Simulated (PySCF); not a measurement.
## A study: F3Si, doublet, SMILES `F[Si](F)F`

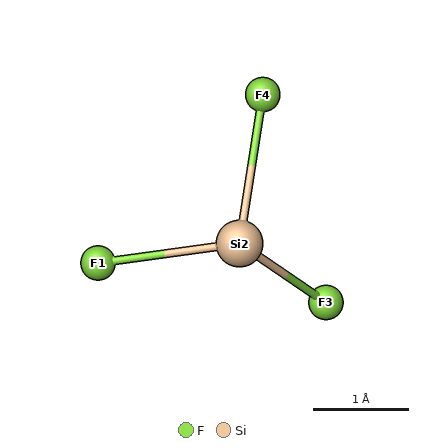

The molecule, with its atoms numbered as below. No frequency check shows the geometry to be a minimum.

Cartesian coordinates (Å):

```
F1       1.4008    0.3804   -0.2221
Si2      0.0001    0.0001    0.4283
F3      -1.0300    1.0227   -0.2221
F4      -0.3709   -1.4033   -0.2220
```

Part 1: Bonding charge

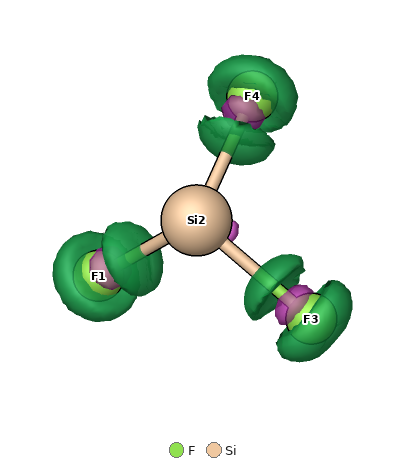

Deformation density (molecule less spherical, spin-averaged free atoms at the same positions), surfaces at ±0.15 e/Å³; green: gain, purple: loss.

Method: BLYP/6-31G*; geometry: GFN2-xTB; program: PySCF. The stability of the open-shell solution wasn't checked. GFN2-xTB doesn't know the spin state, so this open-shell geometry is rough.

Question: How much density has each bond gained at its critical point, relative to the free atoms?

Answer: F1–Si2, Si2–F3 and Si2–F4: +0.02 e/Å³ at the bond critical point (bond length 1.59 Å, Mayer order 1.1); up to 0.6 Å beside the axis the gain reaches +0.22 e/Å³. In all, 0.8 electrons gather in the regions of gain relative to the promolecule. A small or negative value marks a very polar bond, one between electron-rich atoms, whose free-atom densities already overlap strongly, a long bond to a heavier atom, or a closed-shell contact such as a hydrogen bond.

Question: Where do the Hirshfeld charges lie?

Answer: The highest Hirshfeld charge is on Si2 (+0.49 e), the lowest on F1, F3 and F4 (−0.16 e).

Part 2: Bond critical points

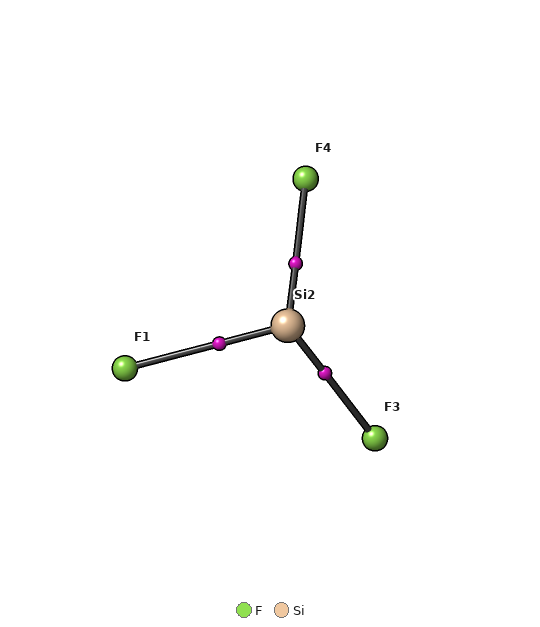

Molecular graph of the electron density (QTAIM): bond paths, bond critical points (magenta), ring points (cyan, if any); weak paths are dashed.

Question: How many critical points of each kind are there, and does the count close?

Answer: 4 nuclei, 3 bond, 0 ring and 0 cage critical points: 4 − 3 + 0 − 0 = 1, as the Poincaré–Hopf relation requires.

Question: What does the calculation give at each kind of bond critical point?

Answer:
```
            bond  length (Å)  ρ (a.u.)  ∇²ρ (a.u.)     ε  H (a.u.)
F1–Si2 (3 alike)       1.591     0.130       +1.18  0.03    −0.008
```

Question: What kind of interaction is F1–Si2?

Answer: Polar or intermediate (positive Laplacian, negative energy density H): ρ = 0.130, ∇²ρ = +1.18, H = −0.008 a.u.

Part 3: Local ionisation energy

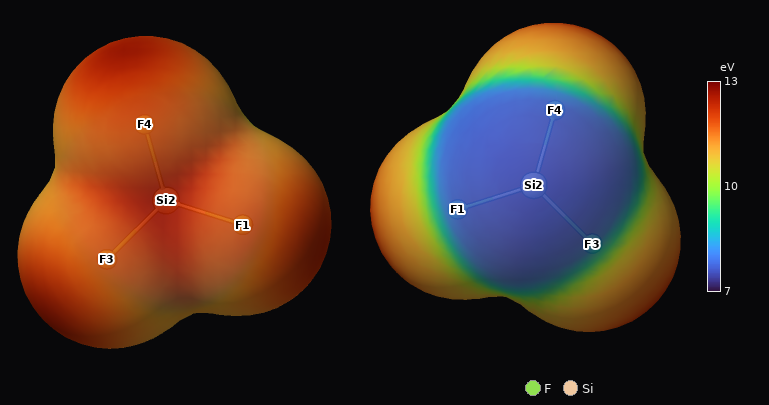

Average local ionisation energy on the surface of electron density 0.001 a.u. (back view left, front view right).

Question: Where are the most loosely bound electrons on this surface?

Answer: The lowest value is 7.7 eV, 2.3 Å from Si2. For comparison, the highest occupied orbital lies at −6.3 eV.

Question: What volume does the surface enclose, and what is the dipole moment?

Answer: About 63 Å³; the dipole moment is 1.5 D.

Part 4: Spin density

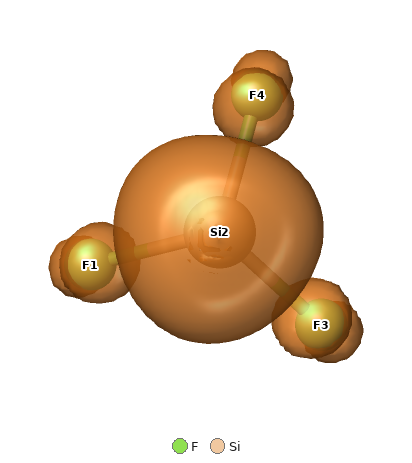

Spin density ρα − ρβ at ±0.05 e/Å³ (orange: excess α, blue: excess β).

Question: Where is the unpaired spin?

Answer: Hirshfeld spin populations: Si2 +0.75 and F1, F3 and F4 +0.08. ⟨S²⟩ = 0.75, as for a pure state.

Part 5: In an electric field

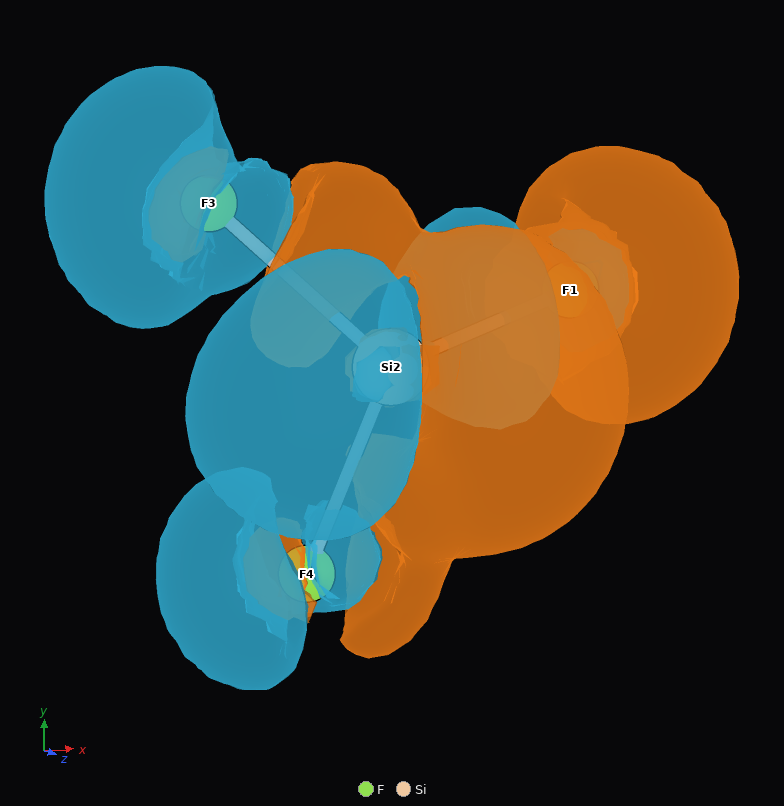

Change of the electron density in a uniform field of 0.41 V/Å, surfaces at ±0.002 e/Å³ (light blue: gain, orange: loss).

PySCF calculation, HF/def2-SVP, gas phase; geometry: GFN2-xTB. A basis without diffuse functions makes polarisabilities too small. The stability of the open-shell solution wasn't checked. GFN2-xTB doesn't know the spin state, so this open-shell geometry is rough.

Question: Along which Cartesian direction does the field point?

Answer: Along +x: electrons gather on the −x side, against the field.

Question: How large is the response?

Answer: The induced dipole is 0.36 D (along the field); α along this axis, from the fields in both directions, is 18 bohr³ (2.6 Å³).

Question: Which atoms gain and lose the most charge?

Answer: Electrons gather most on F3 (Hirshfeld charge changes by −0.010 e) and leave F1 most (+0.013 e); 0.043 electrons are displaced in all.

The PySCF runs shown took 3.8 s and 0.84 s on 1 thread of Intel(R) Xeon(R) 6975P-C (Granite Rapids) (shared host).
